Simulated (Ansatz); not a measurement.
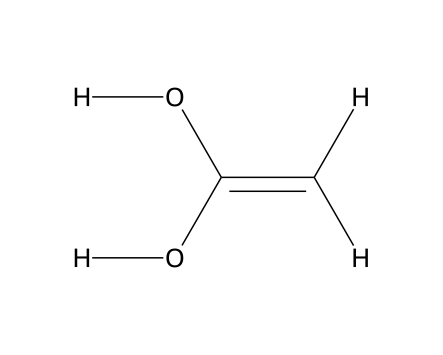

A structural formula.

Give its SMILES.

Answer. C=C(O)O

What is the molecular formula?

Answer. C2H4O2.

An optimisation with PBE0-D4/def2-TZVP gave a structure of which point group?

Answer. Cs.

More results for the same structure follow; atom numbers are the same in all pictures, views and colours differ. Computed geometry: PBE0-D4/def2-TZVP optimisation.

Geometry

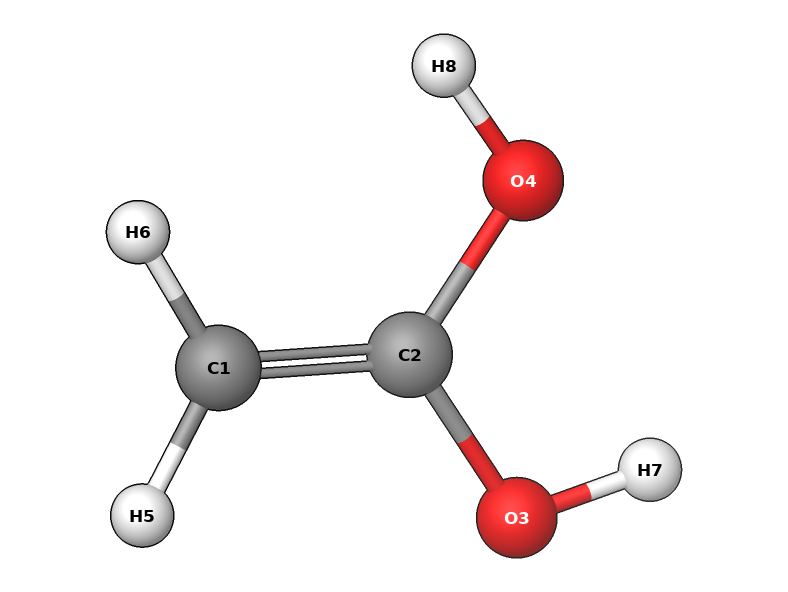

What is the geometry at C1?

Answer. C1 has 3 neighbours (C2 at 1.33, H5 at 1.08, H6 at 1.08 Å); the arrangement is trigonal planar.

What is the geometry at O4?

Answer. O4 has 2 neighbours (C2 at 1.35, H8 at 0.96 Å); the arrangement is bent.

Describe the coordination of atom 3.

Answer. O3 has 2 neighbours (C2 at 1.34, H7 at 0.96 Å); the arrangement is bent.

How are the neighbours of atom 2 arranged?

Answer. C2 has 3 neighbours (C1 at 1.33, O3 at 1.34, O4 at 1.35 Å); the arrangement is trigonal planar.

Vibrations

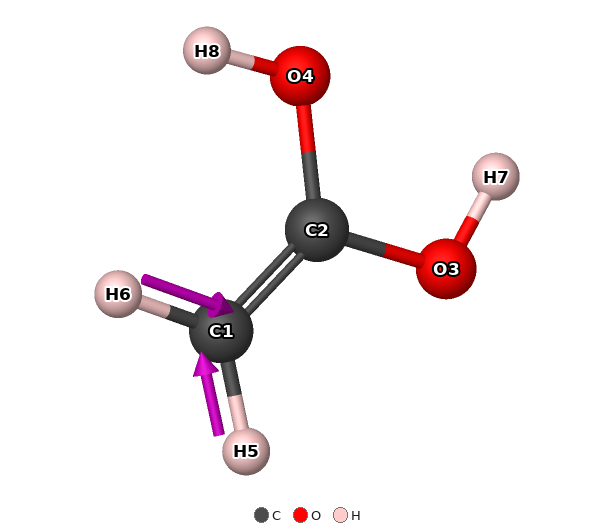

The arrows show one normal mode. Harmonic vibrations computed with RKS PBE0-D4/def2-TZVP (Ansatz 0.2.0) at a stationary point of the same level.

Describe the motion.

Answer. Mostly in-phase stretching of 2 C–H bonds.

At what wavenumber does it lie?

Answer. 3203 cm⁻¹; it is mode 15 of 18 counted from the lowest.

Dipole moment

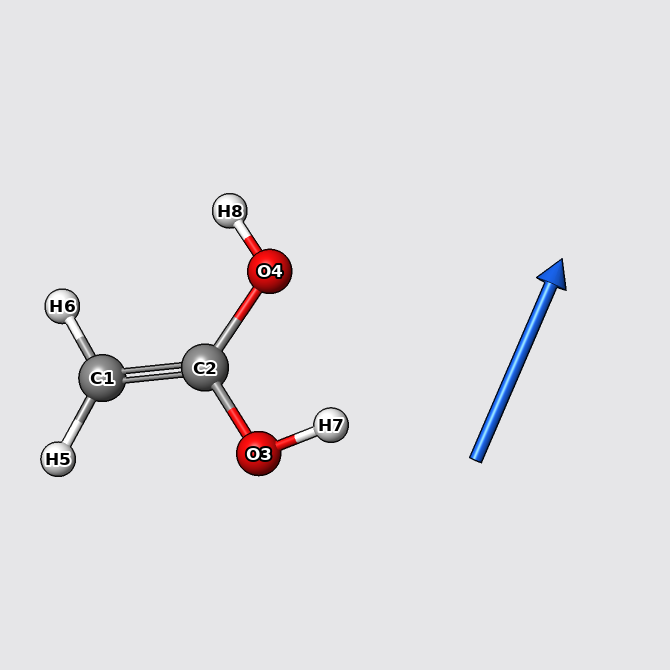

The arrow beside the molecule shows the direction of the dipole moment, from the negative to the positive end (its length means nothing). Level of theory: RKS ωB97M-V/def2-TZVPP (Ansatz 0.2.0).

Estimate the dipole moment.

Answer. 1.83 D; it points from the side of H5 to the side of H8 (the outermost atoms at the two ends).

Charges

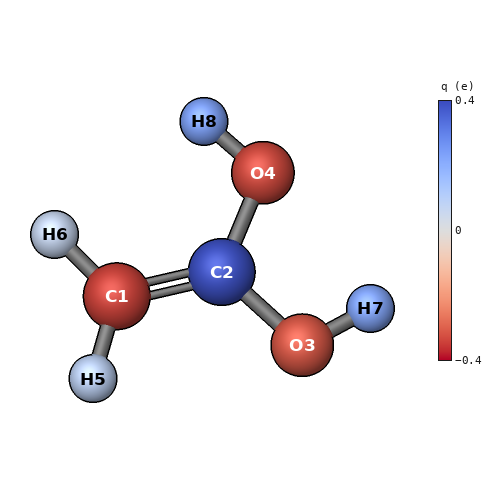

Atoms are coloured by their Mulliken charges. Method: RKS r2SCAN-D4/def2-TZVPP (Ansatz 0.2.0).

Which atom carries the highest charge (most positive or least negative)?

Answer. C2 (0.39 e).

And the lowest?

Answer. C1 (−0.34 e).

List the Mulliken charges.

```json
{"atom": "C1", "value (e)": "−0.34"}
{"atom": "C2", "value (e)": "0.39"}
{"atom": "O3", "value (e)": "−0.31"}
{"atom": "O4", "value (e)": "−0.33"}
{"atom": "H5", "value (e)": "0.08"}
{"atom": "H6", "value (e)": "0.06"}
{"atom": "H7", "value (e)": "0.22"}
{"atom": "H8", "value (e)": "0.23"}
```

Thermal motion

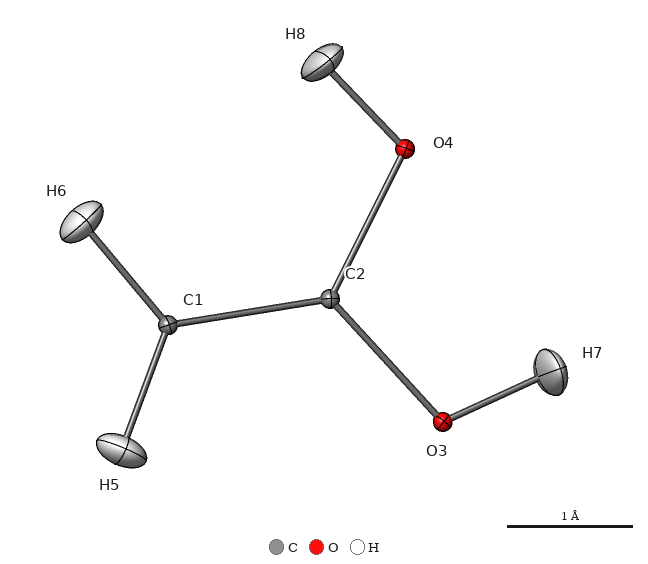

Displacement ellipsoids at the 50 % level, from the internal vibrations of the free molecule (harmonic, no overall translation or rotation; no half-axis is drawn under 0.075 Å). Vibrations computed with RKS PBE0-D4/def2-TZVP (Ansatz 0.2.0). Temperature: 298 K.

Which atom has the largest mean-square displacement?

Answer. H7, with U_eq = 0.0523 Å².

Does H7 move more along its bond or across it?

Answer. Across it: the root-mean-square amplitude is 0.070 Å along the bond and up to 0.370 Å across, since bending and torsion are softer than stretching.

Give the displacement parameters, one line for each set of equivalent atoms.

| atom | U_eq (Å²) | rms amplitudes (Å) |
| --- | --- | --- |
| C1 | 0.00093 | 0.026, 0.032, 0.033 |
| C2 | 0.0012 | 0.029, 0.033, 0.042 |
| O3 | 0.00088 | 0.028, 0.029, 0.031 |
| O4 | 0.00084 | 0.026, 0.029, 0.032 |
| H5 | 0.0176 | 0.076, 0.138, 0.168 |
| H6 | 0.0186 | 0.076, 0.135, 0.178 |
| H7 | 0.0523 | 0.070, 0.125, 0.370 |
| H8 | 0.0353 | 0.070, 0.126, 0.292 |

Mulliken values depend strongly on the basis set and can even reverse the polarity of a bond.
